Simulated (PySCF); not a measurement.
# [HSO2]− (SMILES O=[SH][O-]): levels of theory compared

We compute a comparison of 6 runs (M06-2X/STO-3G, PBE/STO-3G, SVWN5/STO-3G, r2SCAN/STO-3G, NEVPT2(2,2)/STO-3G, UCCSD(T)/STO-3G) of [HSO2]−. The job is set up through a Python script.

Program for the calculation: PySCF 2.14.0.

16 further runs of the same task are left out: 7 that didn't finish, 9 set aside as unsound or not needed.

### Step 1. The system as given

The species is [HSO2]− (4 atoms), meant as a singlet with charge -1. SMILES: `O=[SH][O-]`. One bond was lengthened or shortened from a relaxed shape.

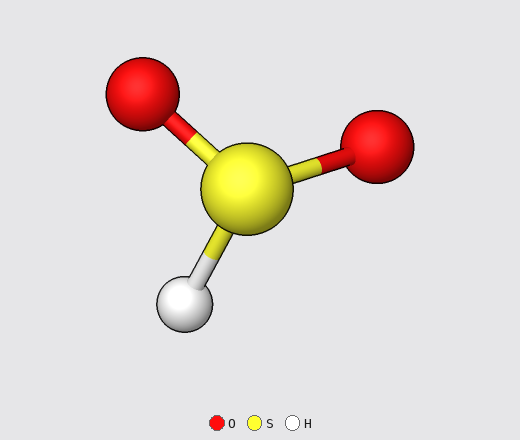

The structure, seen from a chosen angle (oxygen red, sulfur yellow, hydrogen white).

### Step 2. A single-point energy at M06-2X/STO-3G (run 1)

File calc.py:

```python
from pyscf import gto, dft

system = gto.M(
    atom='''
O       -1.439531       0.208062       0.614979
S       -0.440381      -0.165548      -0.418141
O        1.007500      -0.941190       0.274450
H        0.148479       1.286492      -0.817581
''',
    charge=-1,
    spin=0,
    verbose=4,
    max_memory=1860,
    basis='sto-3g',
)

mf = dft.RKS(system, xc='m06-2x')
mf.conv_tol = 1e-10
mf.grids.level = 5
mf.kernel()
if not mf.converged:
    mf = mf.newton().run(mf.mo_coeff, mf.mo_occ)

energy = mf.e_tot
print('E = %.10f Eh' % energy)
```

Launch:

```sh
$ OMP_NUM_THREADS=1 python calc.py
```

Output:

```text
PySCF version 2.14.0

[INPUT] num. atoms = 4
[INPUT] num. electrons = 34
[INPUT] charge = -1
[INPUT] spin (= nelec alpha-beta = 2S) = 0
[INPUT] symmetry False subgroup None
[INPUT] Mole.unit = angstrom
[INPUT] Symbol           X                Y                Z      unit          X                Y                Z       unit  Magmom
[INPUT]  1 O     -1.439531000000   0.208062000000   0.614979000000 AA   -2.720319337821   0.393180196929   1.162141882359 Bohr   0.0
[INPUT]  2 S     -0.440381000000  -0.165548000000  -0.418141000000 AA   -0.832199480462  -0.312840380469  -0.790171971452 Bohr   0.0
[INPUT]  3 O      1.007500000000  -0.941190000000   0.274450000000 AA    1.903899070499  -1.778591331179   0.518635334887 Bohr   0.0
[INPUT]  4 H      0.148479000000   1.286492000000  -0.817581000000 AA    0.280584645249   2.431117541444  -1.545004174648 Bohr   0.0

nuclear repulsion = 104.655464060429
number of shells = 12
number of NR pGTOs = 60
number of NR cGTOs = 20
basis = sto-3g
ecp = {}

******** <class 'pyscf.dft.rks.RKS'> ********
method = RKS
initial guess = minao
damping factor = 0
level_shift factor = 0
DIIS = <class 'pyscf.scf.diis.CDIIS'>
diis_start_cycle = 1
diis_space = 8
diis_damp = 0
SCF conv_tol = 1e-10
SCF conv_tol_grad = None
SCF max_cycles = 50
direct_scf = True
direct_scf_tol = 1e-13
XC library pyscf.dft.libxc version 7.0.0
    S. Lehtola, C. Steigemann, M. J.T. Oliveira, and M. A.L. Marques.,  SoftwareX 7, 1–5 (2018)
XC functionals = m06-2x
    Y. Zhao and D. G. Truhlar.,  Theor. Chem. Acc. 120, 215 (2008)
    Y. Zhao and D. G. Truhlar.,  Theor. Chem. Acc. 120, 215 (2008)
radial grids:
    Treutler-Ahlrichs [JCP 102, 346 (1995); DOI:10.1063/1.469408] (M4) radial grids

becke partition: Becke, JCP 88, 2547 (1988); DOI:10.1063/1.454033
pruning grids: <function nwchem_prune>
grids dens level: 5
symmetrized grids: False
atomic radii adjust function: <function treutler_atomic_radii_adjust>
small_rho_cutoff = 0
Set gradient conv threshold to 1e-05
Initial guess from minao.
tot grids = 152544
init E= -542.522367852176
  HOMO = -0.253401211780079  LUMO = 0.0280578402293399  gap/eV = 7.65889
cycle= 1 E= -541.98442881006  delta_E= 0.538  |g|= 0.835  |ddm|= 2.97
  HOMO = 0.479573885919411  LUMO = 0.511815401132601  gap/eV = 0.87734
cycle= 2 E= -540.678376103534  delta_E= 1.31  |g|= 1.73  |ddm|= 4.48
  HOMO = 0.284022085894325  LUMO = 0.463181237480469  gap/eV = 4.87517
cycle= 3 E= -541.962612963843  delta_E= -1.28  |g|= 1.12  |ddm|=  3.8
  HOMO = 0.224313962558409  LUMO = 0.46761780685505  gap/eV = 6.62063
cycle= 4 E= -542.328539673562  delta_E= -0.366  |g|= 0.16  |ddm|= 1.39
  HOMO = 0.206412360395589  LUMO = 0.48383219214861  gap/eV = 7.54898
cycle= 5 E= -542.342030566364  delta_E= -0.0135  |g|= 0.0431  |ddm|= 0.349
  HOMO = 0.197670350476293  LUMO = 0.488811807558594  gap/eV = 7.92236
cycle= 6 E= -542.343114987913  delta_E= -0.00108  |g|= 0.0151  |ddm|= 0.115
  HOMO = 0.201019290012797  LUMO = 0.487254781087308  gap/eV = 7.78886
cycle= 7 E= -542.343319653174  delta_E= -0.000205  |g|= 0.00358  |ddm|= 0.0638
  HOMO = 0.2009633073826  LUMO = 0.487334045917927  gap/eV = 7.79254
cycle= 8 E= -542.343329473826  delta_E= -9.82e-06  |g|= 0.000544  |ddm|= 0.0135
  HOMO = 0.200847485492643  LUMO = 0.487377238643397  gap/eV = 7.79687
cycle= 9 E= -542.343329758866  delta_E= -2.85e-07  |g|= 6.03e-05  |ddm|= 0.00252
  HOMO = 0.200858602310084  LUMO = 0.48737874045628  gap/eV = 7.79661
cycle= 10 E= -542.343329762966  delta_E= -4.1e-09  |g|= 2.16e-05  |ddm|= 0.000246
  HOMO = 0.200860956583083  LUMO = 0.487378981044522  gap/eV = 7.79655
cycle= 11 E= -542.343329763757  delta_E= -7.91e-10  |g|= 4.11e-06  |ddm|= 0.000142
  HOMO = 0.20086058592703  LUMO = 0.487378869668556  gap/eV = 7.79656
cycle= 12 E= -542.343329763784  delta_E= -2.67e-11  |g|= 5.03e-07  |ddm|= 2.77e-05
  HOMO = 0.200860702808784  LUMO = 0.487378852924012  gap/eV = 7.79656
Extra cycle  E= -542.343329763784  delta_E= -2.27e-13  |g|= 2.81e-07  |ddm|= 2.28e-06
converged SCF energy = -542.343329763784
E = -542.3433297638 Eh
```

Run time: 3.9 s. Hardware: 1 thread of Arm Neoverse V2, shared host; peak memory 0.2 GiB.

### Step 3. The energy at PBE/STO-3G (run 2)

File job.py:

```python
from pyscf import gto, dft

molecule = gto.Mole()
molecule.atom = 'O -1.439531 0.208062 0.614979; S -0.440381 -0.165548 -0.418141; O 1.007500 -0.941190 0.274450; H 0.148479 1.286492 -0.817581'
molecule.verbose = 3
molecule.basis = 'sto-3g'
molecule.max_memory = 1860
molecule.spin = 0
molecule.charge = -1
molecule.build()

mf = dft.RKS(molecule)
mf.xc = 'pbe'
mf.grids.level = 5
mf.conv_tol = 1e-10
mf.kernel()
if not mf.converged:
    mf = mf.newton().run(mf.mo_coeff, mf.mo_occ)

energy = mf.e_tot
print(f'total energy: {energy:.8f} hartree')
```

Launch:

```sh
$ OMP_NUM_THREADS=1 python job.py
```

Output:

```text
converged SCF energy = -542.032921616735
total energy: -542.03292162 hartree
```

Wall time 3.3 s (1 thread of Arm Neoverse V2, shared host); peak memory 0.2 GiB.

Runs 3 to 5 aren't shown in full; the table further down has their settings and results.

### Step 4. A single-point energy at UCCSD(T)/STO-3G (run 6)

File job.py:

```python
from pyscf import gto, cc

mol = gto.M(
    atom='O -1.439531 0.208062 0.614979; S -0.440381 -0.165548 -0.418141; O 1.007500 -0.941190 0.274450; H 0.148479 1.286492 -0.817581',
    charge=-1,
    verbose=3,
    max_memory=1860,
    basis='sto-3g',
    spin=0,
)

calc0 = mol.UHF()
calc0.conv_tol = 1e-10
calc0.kernel()
if not calc0.converged:
    calc0 = calc0.newton().run(calc0.mo_coeff, calc0.mo_occ)
for _ in range(3):
    mo, _, stable, _ = calc0.stability(return_status=True)
    if stable:
        break
    calc0.kernel(calc0.make_rdm1(mo, calc0.mo_occ))

mycc = cc.CCSD(calc0, frozen=7)
mycc.kernel()
e_t = mycc.ccsd_t()
energy = mycc.e_tot + e_t
print('E = %.10f Eh' % energy)
```

Launch:

```sh
$ OMP_NUM_THREADS=1 python job.py
```

Output:

```text
converged SCF energy = -541.010587903602  <S^2> = 9.5839745e-09  2S+1 = 1
<class 'pyscf.scf.uhf.UHF'> wavefunction is stable in the internal stability analysis
E(UCCSD) = -541.1421826122892  E_corr = -0.1315947086876766
UCCSD(T) correction = -0.00868970844194909
E = -541.1508723207 Eh
```

It took 0.76 s on 1 thread of Arm Neoverse V2, shared host; peak memory 0.12 GiB.

### Step 5. All runs side by side

```tsv
run	level	integration grid	active selection	energy (Eh)	HOMO energy (eV)	LUMO energy (eV)	HOMO–LUMO gap (eV)	wall time
1	M06-2X/STO-3G	5	–	-542.343330	5.47	13.26	7.80	3.9 s
2	PBE/STO-3G	5	–	-542.032922	9.35	11.89	2.54	3.3 s
3	SVWN5/STO-3G	5	–	-539.860763	9.47	12.00	2.53	2 s
4	r2SCAN/STO-3G	5	–	-542.303935	8.83	11.77	2.94	3.9 s
5	NEVPT2(2,2)/STO-3G	–	mp2 natural orbitals	-541.116724	2.42	16.22	13.80	0.82 s
6	UCCSD(T)/STO-3G	–	–	-541.150872	2.42	16.22	13.80	0.76 s
```

### Step 6. Results

```
                                                    quantity          value
                                         run 6: total energy  -541.15087 Eh
                  run 6: HOMO energy (Hartree–Fock orbitals)        2.42 eV
                  run 6: LUMO energy (Hartree–Fock orbitals)       16.22 eV
run 6: HOMO–LUMO gap (to an unbound level, set by the basis)       13.80 eV
          run 6: correlation energy (7 core orbitals frozen)     -140.3 mEh
                                       run 6: (T) correction      -8.69 mEh
                                        run 6: T1 diagnostic          0.036
```

Over runs 1, 2, 3, 4 the HOMO–LUMO gap runs from 2.53 eV (SVWN5/STO-3G) to 7.80 eV (M06-2X/STO-3G). The empty levels of an anion lie above zero and hang on the basis. Totals of different functionals can't be ranked against each other. In runs 1, 2, 3, 4, 5, 6 the HOMO lies above zero, so the outermost electron may be held by the basis alone. In runs 1, 2, 3, 4, 5, 6 the basis is minimal, so the values are rough. All runs together took 15 s, the longest 3.9 s.
